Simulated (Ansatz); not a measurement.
# F₂H₄SSi₂ (built from SMILES F[Si](F)([SiH3])S; bonds differ from it in a structure shown): search for a transition state

Aim: find the saddle point of a 1,2-elimination that is to form Si2–H4 and break Si1–Si2, S3–H4, prove it by its vibrations, and relax downhill on both sides to see what it joins.

Program: Ansatz 0.2.0, Gaussian basis. Level of theory: PBE0-D4, def2-SVP first, then def2-TZVP. These are calculated values, not measurements.

115 further runs of the same task are left out: 1 that didn't finish, 114 set aside as unsound or not needed. Runs told in other sessions of the task aren't counted.

## 1. Starting geometry

The guess: 9 atoms, charge 0, spin multiplicity 1.

Atoms are counted from 1 here; the program's logs count them from 0.

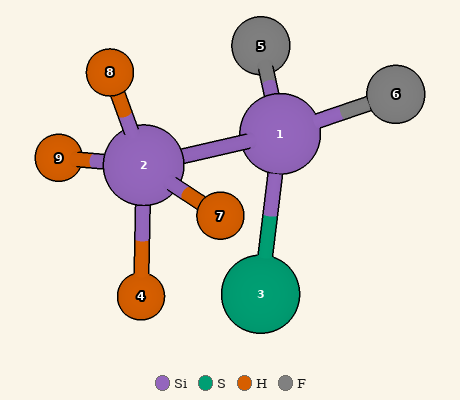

Start geometry, drawn with silicon purple, sulfur teal, hydrogen orange, fluorine grey; atoms are numbered from 1 in the order of the file.

Geometry (Å):

```mol
F2H4SSi2
  3D, bonds by distance, orders not assigned

  9  8  0  0  0  0  0  0  0  0999 V2000
   -0.8617    0.3603    0.8160 Si  0  0
    0.8710   -0.5315   -0.4853 Si  0  0
   -1.2592    1.5195   -0.8381 S   0  0
    0.3652    0.5295   -1.7396 H   0  0
   -2.0074   -0.6141    1.3549 F   0  0
   -0.4972    1.0936    2.1882 F   0  0
    1.7378    0.6333   -0.2172 H   0  0
    1.7143   -1.5811    0.1395 H   0  0
   -0.0627   -1.4095   -1.2184 H   0  0
  1  2  8  0
  1  3  8  0
  1  5  8  0
  1  6  8  0
  2  4  8  0
  2  7  8  0
  2  8  8  0
  2  9  8  0
M  END
```

Distances that are to change: Si2–H4 1.72 Å, Si1–Si2 2.34 Å, S3–H4 2.11 Å.

## 2. Constrained relaxation of the guess

File hold/in.yaml:

```yaml
crystal:
  periodic: [false, false, false]
  atoms:
    - {symbol: Si, position_ang: [-0.861700, 0.360300, 0.816000]}
    - {symbol: Si, position_ang: [0.871000, -0.531500, -0.485300]}
    - {symbol: S, position_ang: [-1.259200, 1.519500, -0.838100]}
    - {symbol: H, position_ang: [0.365200, 0.529500, -1.739600]}
    - {symbol: F, position_ang: [-2.007400, -0.614100, 1.354900]}
    - {symbol: F, position_ang: [-0.497200, 1.093600, 2.188200]}
    - {symbol: H, position_ang: [1.737800, 0.633300, -0.217200]}
    - {symbol: H, position_ang: [1.714300, -1.581100, 0.139500]}
    - {symbol: H, position_ang: [-0.062700, -1.409500, -1.218400]}
basis:
  gaussian: {orbitals: def2-SVP}
hamiltonian: {xc: pbe0, dispersion: d4}
relax: {f_tol: 0.04, max_steps: 150, escape_saddle: false, constraints: [{distance: [1, 3]}, {distance: [0, 1]}, {distance: [2, 3]}]}
```

On the command line:

```
$ ansatz run in.yaml --threads 4 --pin off --events-out ev --progress --plain --max-ram 9574MiB
```

Log (excerpt; [...] marks lines left out):

```text
Functional definition: PBE0
  name "PBE0"
  cite "Adamo & Barone, J. Chem. Phys. 110, 6158 (1999) doi:10.1063/1.478522"
  cite "Perdew, Burke & Ernzerhof, Phys. Rev. Lett. 77, 3865 (1996) doi:10.1103/PhysRevLett.77.3865"
  parent pbe
[...]
1007 factors; integrals over basis functions are off by at most 3.5e-4 eV
[...]
mean field -32061.44938793 eV, -1178.2365329753 hartree, gradient 3.9e-5 eV, S^2 0.000000; 0 other end points of the search recorded, 0 dependent functions left out
[...]
reference -32061.44941098 eV, -1178.2365338224 hartree; 33, 33 occupied and 69, 69 virtual orbitals, 1007 factors
relax step   1: F+E_penalty+E_count = -32061.66960125 eV  Δ(F+E_penalty+E_count) = +0.000e0 eV  max|allowed force component| = 6.503e-1 eV/Å  Δτ_max = 0.0000 Å  (26 SCF iters, accepted)
[...]
relax step   6: F+E_penalty+E_count = -32062.44330220 eV  Δ(F+E_penalty+E_count) = -5.619e-2 eV  max|allowed force component| = 1.654e-1 eV/Å  Δτ_max = 0.0918 Å  (28 SCF iters, accepted)
[...]
relax step  11: F+E_penalty+E_count = -32062.54639143 eV  Δ(F+E_penalty+E_count) = -8.164e-2 eV  max|allowed force component| = 5.475e-1 eV/Å  Δτ_max = 0.1166 Å  (28 SCF iters, accepted)
[...]
relax step  16: F+E_penalty+E_count = -32063.10433130 eV  Δ(F+E_penalty+E_count) = -2.204e-2 eV  max|allowed force component| = 2.777e-1 eV/Å  Δτ_max = 0.0287 Å  (25 SCF iters, accepted)
[...]
  distance Si 1 - H 3 held at 1.718960 Å   reaction = -1.0245e0 eV/Å
  distance Si 0 - Si 1 held at 2.343275 Å   reaction = -7.1938e-2 eV/Å
  distance S 2 - H 3 held at 2.105108 Å   reaction = +5.5151e-1 eV/Å
1009 factors; integrals over basis functions are off by at most 4.0e-4 eV
mean field -32062.89312104 eV, -1178.2895891888 hartree, gradient 1.4e-5 eV, S^2 0.000000; 1 other end points of the search recorded, 0 dependent functions left out
[...]
reference -32062.89314487 eV, -1178.2895900644 hartree; 33, 33 occupied and 69, 69 virtual orbitals, 1009 factors
Total energy: -32063.11147137 eV, -1178.2976134151 hartree
Atom 0 at    -1.005251     0.455854     0.798778 Å, force    -0.047744     0.043889     0.023294 eV/Å
Atom 1 at     0.658878    -0.813936    -0.254430 Å, force     0.088982    -0.980573     0.382974 eV/Å
Atom 2 at    -1.259691     1.722848    -0.742791 Å, force     0.484382    -0.254929    -0.042608 eV/Å
Atom 3 at     0.599765     0.757629    -0.948342 Å, force    -0.527068     1.185360    -0.355711 eV/Å
Atom 4 at    -2.194232    -0.543279     1.249594 Å, force    -0.022505    -0.008913    -0.001406 eV/Å
Atom 5 at    -0.405131     0.985110     2.206173 Å, force     0.007291     0.015041     0.006485 eV/Å
Atom 6 at     1.405322     0.387471    -1.111902 Å, force     0.008797    -0.002333    -0.006299 eV/Å
Atom 7 at     1.976466    -1.336408     0.234994 Å, force     0.005037    -0.000047    -0.002716 eV/Å
Atom 8 at     0.223974    -1.615289    -1.432074 Å, force     0.002827     0.002504    -0.004013 eV/Å
Dipole moment:     0.829152    -0.589878    -0.299746 e Å
```

It took 29 s on 4 threads of Arm Neoverse V2, shared host.

Relaxation path:

```csv
step,energy from step 1 (eV),largest force component (eV/Å)
1,0.0000,0.6503
2,-0.3001,0.4942
3,-0.5217,0.7558
4,-0.6868,0.6184
5,-0.7175,1.0929
6,-0.7737,0.1654
7,-0.7762,0.1406
8,-0.7790,0.1246
9,-0.7813,0.1075
10,-0.7951,0.2337
11,-0.8768,0.5475
12,-1.1276,0.6966
13,-1.2316,1.8775
14,-1.3883,0.4635
15,-1.4127,0.8155
16,-1.4347,0.2777
17,-1.4396,0.1118
18,-1.4402,0.1149
19,-1.4416,0.0445
20,-1.4418,0.0225
```

Close pairs (by a distance rule), those that changed most:

```csv
bond,before (Å),after (Å),change (Å)
Si2–H7,1.476,1.654,+0.178
Si1–S3,2.059,2.012,-0.047
Si1–F6,1.598,1.619,+0.021
Si1–F5,1.598,1.617,+0.019
Si2–H8,1.484,1.500,+0.015
Si2–H9,1.477,1.489,+0.013
Si2–H4,1.719,1.719,+0.000
Si1–Si2,2.343,2.343,+0.000
```

## 3. A starting Hessian

File hessian/in.yaml:

```yaml
crystal:
  periodic: [false, false, false]
  atoms:
    - {symbol: Si, position_ang: [-1.005251, 0.455854, 0.798778]}
    - {symbol: Si, position_ang: [0.658878, -0.813936, -0.254430]}
    - {symbol: S, position_ang: [-1.259691, 1.722848, -0.742791]}
    - {symbol: H, position_ang: [0.599765, 0.757629, -0.948342]}
    - {symbol: F, position_ang: [-2.194232, -0.543279, 1.249594]}
    - {symbol: F, position_ang: [-0.405131, 0.985110, 2.206173]}
    - {symbol: H, position_ang: [1.405322, 0.387471, -1.111902]}
    - {symbol: H, position_ang: [1.976466, -1.336408, 0.234994]}
    - {symbol: H, position_ang: [0.223974, -1.615289, -1.432074]}
basis:
  gaussian: {orbitals: def2-SVP}
hamiltonian: {xc: pbe0, dispersion: d4}
phonons: {}
scf: {lower_state_search: off}
```

On the command line:

```
$ ansatz run in.yaml --threads 4 --pin off --events-out ev --progress --plain --max-ram 9574MiB
```

Log (excerpt; [...] marks lines left out):

```text
[... 5 set-up lines as earlier in the session ...]
[...]
1008 factors; integrals over basis functions are off by at most 4.0e-4 eV
[...]
mean field -32062.89310414 eV, -1178.2895885677 hartree, gradient 6.0e-6 eV, S^2 0.000000; 0 other end points of the search recorded, 0 dependent functions left out
[...]
reference -32062.89312790 eV, -1178.2895894406 hartree; 33, 33 occupied and 69, 69 virtual orbitals, 1008 factors
[... from here to the last solve, the lines of the solves are left out (53 solves) ...]
1008 factors; integrals over basis functions are off by at most 4.0e-4 eV
mean field -32062.89308218 eV, -1178.2895877606 hartree, gradient 9.4e-7 eV, S^2 0.000000; 0 other end points of the search recorded, 0 dependent functions left out
[...]
WARN: phonons: modes at or below zero, which the zero-point energy, F, S and C_V leave out: 1, the lowest at -651.63 cm⁻¹. A minimum has none, and a first-order saddle one
[...]
Atom 2 at    -1.259691     1.722848    -0.742791 Å, force     0.484503    -0.254924    -0.042452 eV/Å
Atom 3 at     0.599765     0.757629    -0.948342 Å, force    -0.527230     1.185516    -0.355814 eV/Å
Atom 4 at    -2.194232    -0.543279     1.249594 Å, force    -0.022501    -0.008827    -0.001374 eV/Å
Atom 5 at    -0.405131     0.985110     2.206173 Å, force     0.007303     0.014988     0.006466 eV/Å
Atom 6 at     1.405322     0.387471    -1.111902 Å, force     0.008626    -0.002407    -0.006182 eV/Å
Atom 7 at     1.976466    -1.336408     0.234994 Å, force     0.005065    -0.000088    -0.002778 eV/Å
Atom 8 at     0.223974    -1.615289    -1.432074 Å, force     0.002957     0.002363    -0.004065 eV/Å
Dipole moment:     0.829152    -0.589881    -0.299740 e Å
Vibrations: -651.63 102.80 122.29 196.53 258.21 276.18 322.97 442.48 452.81 594.84 662.75 722.41 798.84 905.08 927.52 937.80 1342.66 1549.10 2198.37 2266.91 2489.46 cm⁻¹, zero-point energy 1.089200 eV
Checks for a lower state left out: stability, starts, cluster_reference, orbital_swaps, neighbouring_geometries, increment
```

Wall time 45 s (4 threads of Arm Neoverse V2, shared host).

The structure is not stationary yet, so these wavenumbers are no spectrum; the search needs only the force constants.

## 4. Saddle search in the small basis

A small driver takes partitioned rational-function steps: uphill along one mode, downhill along the rest. It calls the program once a step for energy and forces and updates the Hessian by Bofill's formula. It stops when the largest force is under 0.04 eV/Å and the followed curvature is negative. The first step's input:

File presaddle/in.yaml:

```yaml
crystal:
  periodic: [false, false, false]
  atoms:
    - {symbol: Si, position_ang: [-1.005251, 0.455854, 0.798778]}
    - {symbol: Si, position_ang: [0.658878, -0.813936, -0.254430]}
    - {symbol: S, position_ang: [-1.259691, 1.722848, -0.742791]}
    - {symbol: H, position_ang: [0.599765, 0.757629, -0.948342]}
    - {symbol: F, position_ang: [-2.194232, -0.543279, 1.249594]}
    - {symbol: F, position_ang: [-0.405131, 0.985110, 2.206173]}
    - {symbol: H, position_ang: [1.405322, 0.387471, -1.111902]}
    - {symbol: H, position_ang: [1.976466, -1.336408, 0.234994]}
    - {symbol: H, position_ang: [0.223974, -1.615289, -1.432074]}
basis:
  gaussian: {orbitals: def2-SVP}
hamiltonian: {xc: pbe0, dispersion: d4}
output: {forces: true}
scf: {lower_state_search: off}
```

On the command line:

```
$ ansatz run in.yaml --threads 4 --pin off --events-out ev --progress --plain --max-ram 9574MiB
```

The driver's record:

```csv
step,energy (eV),largest force (eV/Å),followed curvature (eV/Å²)
1,-32063.11144,1.1855,-3.36
2,-32063.05889,0.5407,-1.88
3,-32063.00960,0.2432,-0.42
4,-32062.95176,0.6965,-0.59
5,-32063.02182,0.2858,-1.04
6,-32063.00453,0.7873,-1.40
7,-32063.01180,0.6703,-0.60
8,-32062.96449,0.8011,-0.44
9,-32062.87679,2.0480,-0.10
10,-32062.90972,0.9668,-4.04
11,-32062.94485,0.6964,-3.81
14,-32062.94561,0.5669,-1.28
17,-32062.90176,0.7924,0.15
20,-32062.85068,0.6344,-0.88
23,-32062.93973,0.6862,-2.46
25,-32062.96728,0.1217,-3.20
26,-32062.97240,0.1121,-3.15
27,-32062.99395,0.2873,-3.31
28,-32062.98806,0.4183,-3.13
29,-32062.99061,0.1458,-2.62
30,-32062.98784,0.1117,-1.24
31,-32062.98820,0.0430,-1.23
32,-32062.98849,0.0360,-1.28
```

The 32 steps took 30 s in all (4 threads of Arm Neoverse V2, shared host).

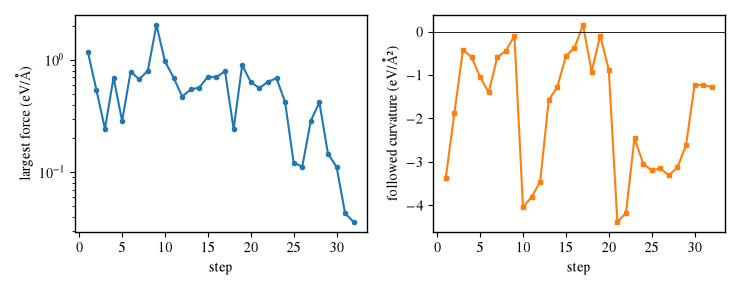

Largest force and followed curvature during the search.

## 5. Saddle search in triple zeta

The search itself is an outer loop (partitioned rational-function steps, Bofill update of the Hessian). Each step is one single-point run with forces. It stops when the largest force is under 0.01 eV/Å and the followed curvature is negative. The first step's input:

File saddle/in.yaml:

```yaml
crystal:
  periodic: [false, false, false]
  atoms:
    - {symbol: Si, position_ang: [-1.130222, 0.401088, 0.892369]}
    - {symbol: Si, position_ang: [0.479774, -0.845615, -0.211263]}
    - {symbol: S, position_ang: [-1.331015, 1.460794, -0.790025]}
    - {symbol: H, position_ang: [1.064870, 0.846006, -1.099327]}
    - {symbol: F, position_ang: [-2.324331, -0.538073, 1.445003]}
    - {symbol: F, position_ang: [-0.497014, 1.039725, 2.237488]}
    - {symbol: H, position_ang: [1.745814, 0.444070, -1.144321]}
    - {symbol: H, position_ang: [1.879494, -1.258232, 0.140317]}
    - {symbol: H, position_ang: [0.112729, -1.549761, -1.470241]}
basis:
  gaussian: {orbitals: def2-TZVP}
hamiltonian: {xc: pbe0, dispersion: d4}
output: {forces: true}
scf: {lower_state_search: off}
```

On the command line:

```
$ ansatz run in.yaml --threads 4 --pin off --events-out ev --progress --plain --max-ram 9574MiB
```

The driver's record:

```csv
step,energy (eV),largest force (eV/Å),followed curvature (eV/Å²)
1,-32079.56541,0.8398,-1.28
2,-32079.59469,0.0971,-1.24
3,-32079.59618,0.0662,-1.30
4,-32079.59648,0.0373,-1.04
5,-32079.59668,0.0688,-1.20
6,-32079.59685,0.0129,-1.22
7,-32079.59690,0.0100,-1.17
8,-32079.59692,0.0067,-1.04
```

The 8 steps took 20 s in all (4 threads of Arm Neoverse V2, shared host).

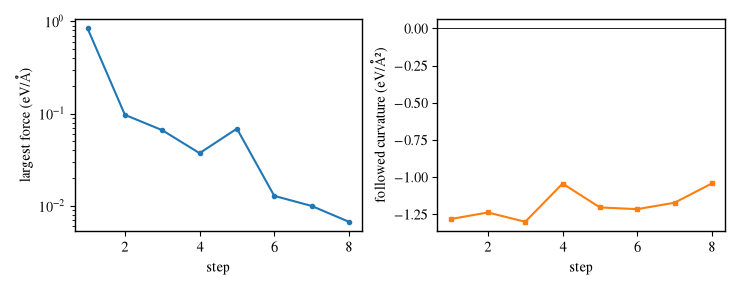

Largest force and followed curvature during the search.

Geometry at the end of the search:

```csv
atom,x (Å),y (Å),z (Å)
Si1,-1.1245,0.3992,0.9037
Si2,0.4897,-0.8379,-0.2066
S3,-1.3082,1.4675,-0.7673
H4,1.0439,0.8204,-1.1184
F5,-2.3073,-0.5249,1.4231
F6,-0.5270,1.0305,2.2346
H7,1.7246,0.4313,-1.1454
H8,1.8868,-1.2491,0.1354
H9,0.1220,-1.5370,-1.4591
```

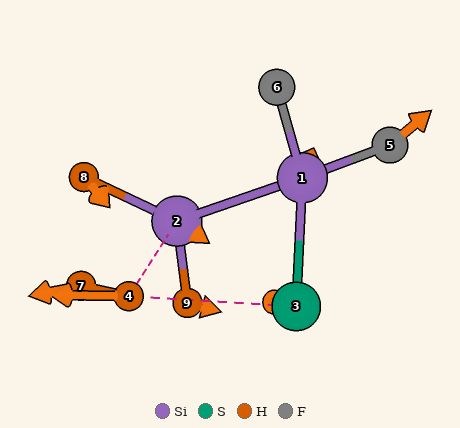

The point found; arrows show the followed mode. Pairs that react are joined by broken lines, hidden where the pair is close enough to be drawn as a bond.

[end of part 1 of 2]
